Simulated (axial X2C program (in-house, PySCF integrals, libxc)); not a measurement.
# Relativistic diatomic calculation, with input and output: SnCl⁻

- system: SnCl⁻, single determinant with Ω = 1.
- method: PBE0, two-component X2C with atomic mean-field Coulomb and Gaunt terms, Sn dyall-av3z, Cl dyall-av3z (cores contracted) (axial X2C program (in-house, PySCF integrals, libxc))

Input file:
```
{"zs": [50, 17], "q": -1, "bas": ["dyall-av3z", "dyall-av3z"], "levels": ["PBE0", "HF", "TPSSh", "B3LYP"], "cc": false, "r0": 2.39, "npts": 10, "nst": 2, "ntry": 6, "opt": {"maxit": 5}}
```

The line is the task of a batch: nuclear charges, charge, bases, the levels to run, a first guess of the distance and further settings. This report covers PBE0 with spin-orbit coupling. The log is that of the reference distance 2.556 Å, started from orbitals converged before.

Hardware: 1 CPU thread, shared host.

The run was one of a batch that the task file lists, launched with:
```bash
python <driver script> task.json out
```

Log:
```
two-component X2C + atomic mean field  PBE0
basis functions 177  fitting functions 906  grid points 5083
iter        total energy     max residual
   1      -6635.174308025     1.42e-05
   2      -6635.174308037     1.56e-05
   3      -6635.174308044     3.25e-06
   4      -6635.174308045     1.36e-06
converged
one-electron -9487.23337780  Coulomb 2874.39074911  exact exchange -47.92811948  xc functional -146.78709332  nuclear repulsion 175.97833696  atomic mean-field constant -3.59480352
```

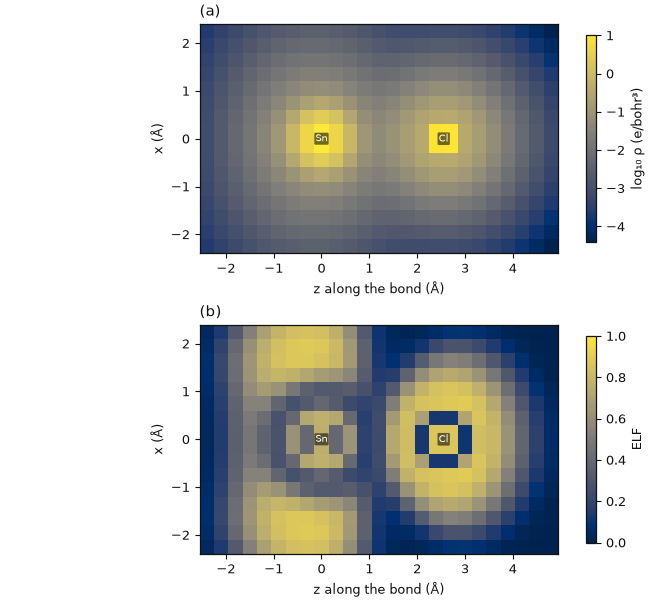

Figure 1. (a) electron density on a logarithmic scale; (b) electron localisation function, in a plane that holds the axis, at 2.56 Å, on points 0.3 Å apart (one half computed, the other mirrored); the structure near the nuclei is finer than these points.

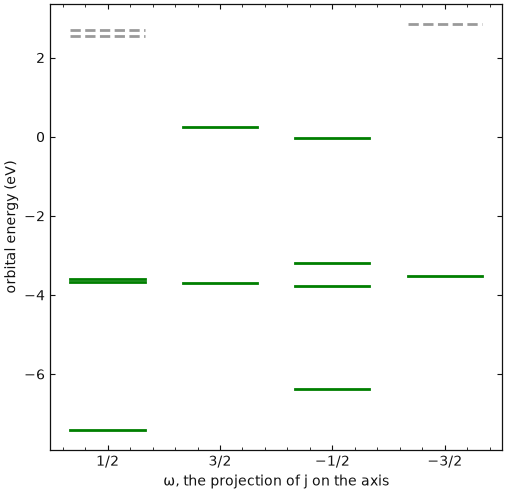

Figure 2. Orbital energies near the frontier at 2.56 Å, filled (solid) and empty (dashed). The highest filled spinor (3/2; 86 % Sn p, 5 % Cl p) lies at 0.24 eV, the lowest empty one (1/2; 73 % Sn p, 20 % Sn s) at 2.55 eV. A filled level above zero is held only by the finite basis .

Outcome:

| quantity | value |
| --- | --- |
| outcome | 9 of 10 points not converged |
| wall time | 9.5 s |

What went wrong:

This input holds a deliberate fault: few iterations (maxit = 5.0). 9 of the 10 points of the curve did not converge at the level reported and have no energy. The SCF at the reference distance, whose log is shown, did converge. The curve is incomplete.
